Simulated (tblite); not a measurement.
Geometry relaxation, with input and output: C2H11O2Si3 (part 4 of 4)

The same run, continued: C2H11O2Si3, multiplicity 2, SMILES C[C](O)[SiH2]O[SiH2][SiH3]; GFN2-xTB geometry optimisation, gas phase (tblite 0.8.0). It belongs to a series of runs on one base structure; here: H added to O.

Geometry of the input (Å):
```
C  -3.3610  -0.2443  0.8603
C  -2.2422  -0.1032  -0.1051
O  -2.4874  -0.4415  -1.4108
Si -0.5930  0.4684  0.4512
O  0.4695  0.4529  -0.8100
Si 2.0505  0.8449  -1.1234
Si 3.5219  -0.3786  0.1877
H  -3.5982  0.7249  1.3336
H  -3.1306  -0.9691  1.6494
H  -4.2780  -0.5904  0.3548
H  -1.7160  -0.3252  -1.9878
H  -0.0690  -0.4440  1.5116
H  -0.6824  1.8347  1.0197
H  2.2450  2.2981  -0.8746
H  2.3243  0.6027  -2.5580
H  3.2547  -0.1171  1.6451
H  3.3520  -1.8365  -0.0514
H  4.9311  -0.0171  -0.1040
```

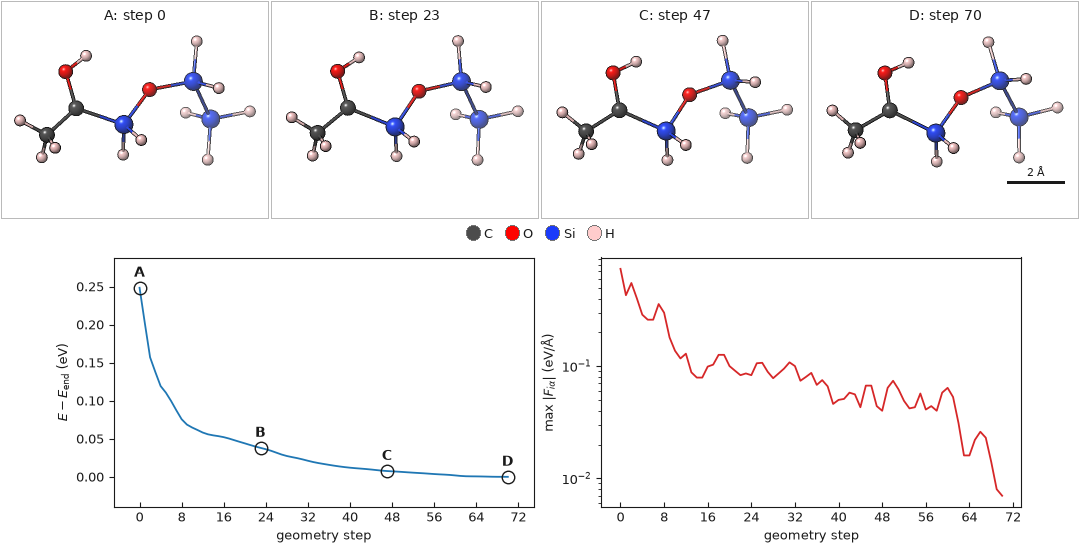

**Figure 1.** Frames of the relaxation (ball-and-stick view, seen at a tilt) above the curves, on which the letters mark them (steps are counted from 0).

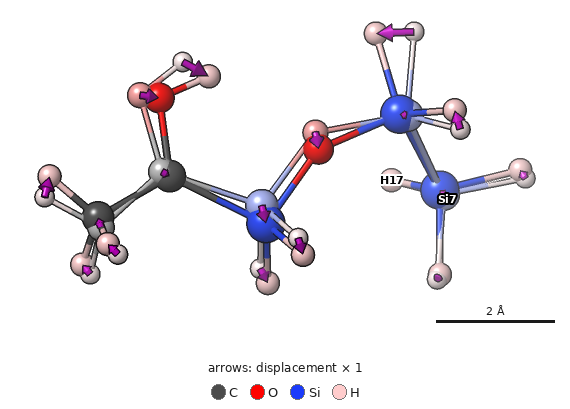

**Figure 2.** Start (faint) and end (solid) with the displacements as pink arrows, at true length (ball-and-stick view, seen at a tilt). The two geometries are laid on each other by the best rigid fit. The largest move after the best rigid fit is that of H15, 0.66 Å. By element the largest moves are H 0.66 Å, O 0.34 Å, Si 0.32 Å, C 0.18 Å. Distances before and after: Si7–H16 1.505 → 1.469 Å, O5–Si6 1.659 → 1.627 Å, Si4–H12 1.494 → 1.470 Å, Si6–Si7 2.320 → 2.299 Å. Among the angles that change: Si4–O5–Si6 139.1° → 150.4°, C2–Si4–O5 110.2° → 101.0°, O5–Si6–H15 108.7° → 101.0°. Over 70 geometry steps the energy falls by 0.248 eV. Largest force component: 0.73 eV/Å at the start, 0.007 eV/Å at the end. (Atoms are counted from 1 in the order of the input.)
